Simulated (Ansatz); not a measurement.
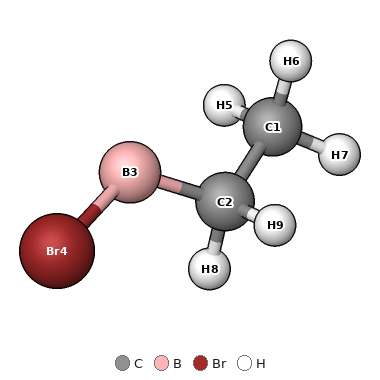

The system is C₂H₅BBr, SMILES CC[B]Br, spin multiplicity 2; the picture shows the reference structure. First axis: dihedral C1–C2–B3–Br4. Second axis: dihedral H5–C1–C2–B3. Nothing is relaxed (all other coordinates rigid). The grid has 18 × 17 points. All energies are given in kcal/mol relative to the lowest grid point. Theory: Ansatz 0.2.0, UKS PBE-D4/def2-SVP.

Its coordinates:

```xyz
9

C    -0.3360    1.0709    0.3852
C     0.3583   -0.1930   -0.1405
B    -0.5129   -1.4768   -0.2864
Br    0.0978   -3.1673   -0.9104
H    -1.1736    1.3736   -0.2747
H    -0.7611    0.9054    1.3955
H     0.3670    1.9261    0.4514
H     0.8217   -0.0117   -1.1412
H     1.2272   -0.4734    0.5040
```

Range: dihedral C1–C2–B3–Br4 from −180 to 160°; dihedral H5–C1–C2–B3 from −150.0 to 30.0°.

> What will the energy surface look like?

The lowest grid point is at dihedral C1–C2–B3–Br4 = 0°, dihedral H5–C1–C2–B3 = −60.0°. The energy also falls towards the edge at dihedral C1–C2–B3–Br4 = 0°, dihedral H5–C1–C2–B3 = −150.0° (1.32 kcal/mol above the lowest), where a further well may lie outside the range. There is a further well near dihedral C1–C2–B3–Br4 = −180°, dihedral H5–C1–C2–B3 = −60.0° (0.48 kcal/mol above the lowest at that grid point). The highest grid point, dihedral C1–C2–B3–Br4 = −100°, dihedral H5–C1–C2–B3 = −116.2°, lies 5.09 kcal/mol above the lowest. On the interpolated surface the easiest way out of the lowest well to the well at dihedral C1–C2–B3–Br4 = −180°, dihedral H5–C1–C2–B3 = −60.0° passes a barrier of about 2.2 kcal/mol. Round the minimum the two coordinates are nearly uncoupled.

| dihedral H5–C1–C2–B3 ↓, dihedral C1–C2–B3–Br4 → | −160 | −120 | −80 | −40 | 0 | 40 | 80 | 120 | 160 |
| --- | --- | --- | --- | --- | --- | --- | --- | --- | --- |
| 30.0 | 2.03 | 3.43 | 3.48 | 1.98 | 1.37 | 2.07 | 3.44 | 3.26 | 1.96 |
| 7.5 | 3.13 | 4.62 | 4.81 | 3.23 | 2.59 | 3.26 | 4.80 | 4.56 | 3.11 |
| −15.0 | 2.79 | 4.19 | 4.44 | 2.95 | 2.26 | 2.89 | 4.47 | 4.33 | 2.85 |
| −37.5 | 1.43 | 2.69 | 2.84 | 1.51 | 0.79 | 1.42 | 2.88 | 2.86 | 1.50 |
| −60.0 | 0.73 | 1.97 | 1.99 | 0.67 | 0.00 | 0.67 | 1.98 | 1.97 | 0.73 |
| −82.5 | 1.54 | 2.91 | 2.93 | 1.47 | 0.84 | 1.55 | 2.89 | 2.74 | 1.47 |
| −105.0 | 2.88 | 4.36 | 4.51 | 2.93 | 2.30 | 2.99 | 4.48 | 4.23 | 2.82 |
| −127.5 | 3.09 | 4.53 | 4.78 | 3.25 | 2.57 | 3.21 | 4.79 | 4.60 | 3.11 |
| −150.0 | 1.92 | 3.21 | 3.39 | 2.03 | 1.32 | 1.93 | 3.43 | 3.38 | 1.98 |

The table holds every second grid line.

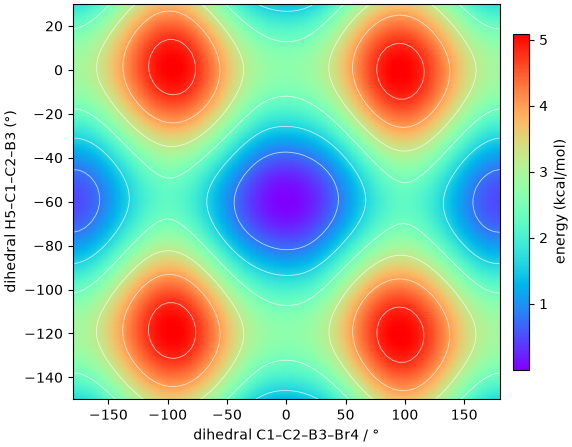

Drawn: a smooth colour map with a few white contour lines. Between grid points the surface is interpolated.

Time for the 306 points that were run: 44 min on 1 thread of Arm Neoverse N1, on a shared host.
